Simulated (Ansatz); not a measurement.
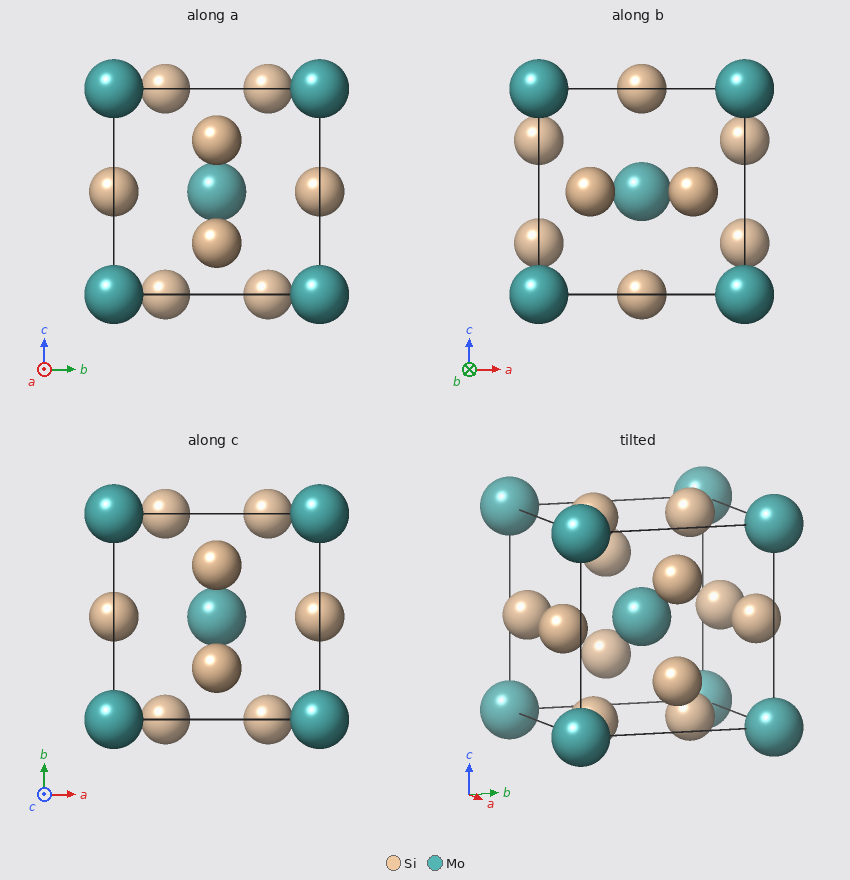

The figure gives a spheres-only picture of the atoms, viewed along the a axis, along the b axis, along the c axis and slightly off an axis. The frame is the conventional unit cell; atoms at its boundary are shown with their periodic copies.

Lattice parameters: a = 4.8120 Å, b = 4.8120 Å, c = 4.8120 Å, α = 90.000°, β = 90.000°, γ = 90.000°.

Transcribe the picture into a CIF in P1 with every atom of the cell.

Answer.
```cif
data_structure
_symmetry_space_group_name_H-M 'P 1'
_symmetry_Int_Tables_number 1
_cell_length_a 4.8120
_cell_length_b 4.8120
_cell_length_c 4.8120
_cell_angle_alpha 90.000
_cell_angle_beta 90.000
_cell_angle_gamma 90.000
_cell_volume 111.42
loop_
_atom_site_label
_atom_site_type_symbol
_atom_site_fract_x
_atom_site_fract_y
_atom_site_fract_z
_atom_site_occupancy
Si1 Si 0.2500 0.0000 0.5000 1
Si2 Si 0.5000 0.7500 0.0000 1
Si3 Si 0.7500 0.0000 0.5000 1
Si4 Si 0.5000 0.2500 0.0000 1
Si5 Si 0.0000 0.5000 0.7500 1
Si6 Si 0.0000 0.5000 0.2500 1
Mo1 Mo 0.0000 0.0000 0.0000 1
Mo2 Mo 0.5000 0.5000 0.5000 1
```

Provenance: a structure type filled with these elements by a generator (whether the compound takes this form wasn't checked). Earlier steps of the study may have refined or changed the cell and positions. Ansatz was used for an electronic-structure calculation on it.
